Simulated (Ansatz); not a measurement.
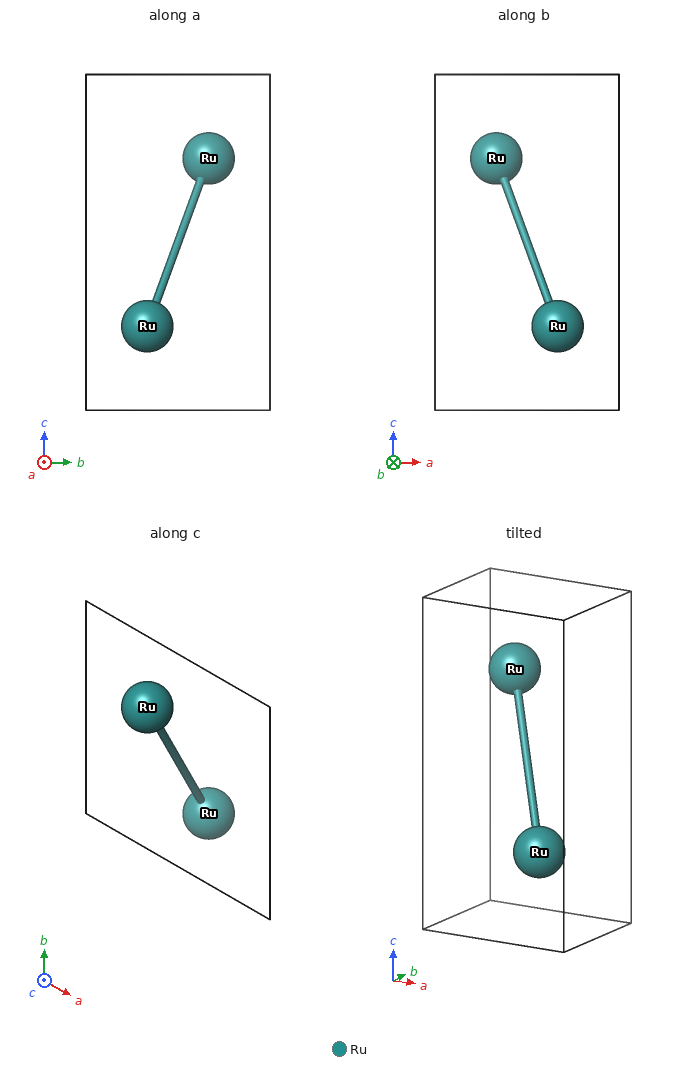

An orthographic ball-and-stick view of the structure, along the a axis, along the b axis, along the c axis and slightly off an axis. The edges of the conventional unit cell are marked.

Lattice parameters: a = 2.7021 Å, b = 2.7021 Å, c = 4.2667 Å, α = 90.000°, β = 90.000°, γ = 120.000°.

**Give the atomic positions as a CIF with its space group and independent sites.**

```cif
data_structure
_symmetry_space_group_name_H-M 'P 63/m m c'
_symmetry_Int_Tables_number 194
_cell_length_a 2.7021
_cell_length_b 2.7021
_cell_length_c 4.2667
_cell_angle_alpha 90.000
_cell_angle_beta 90.000
_cell_angle_gamma 120.000
_cell_volume 26.98
loop_
_atom_site_label
_atom_site_type_symbol
_atom_site_symmetry_multiplicity
_atom_site_Wyckoff_symbol
_atom_site_fract_x
_atom_site_fract_y
_atom_site_fract_z
_atom_site_occupancy
Ru1 Ru 2 d 0.3333 0.6667 0.7500 1
```

Its origin is the standard structure of this element. Earlier steps of the study may have refined or changed the cell and positions. A calculation with Ansatz used it as input.
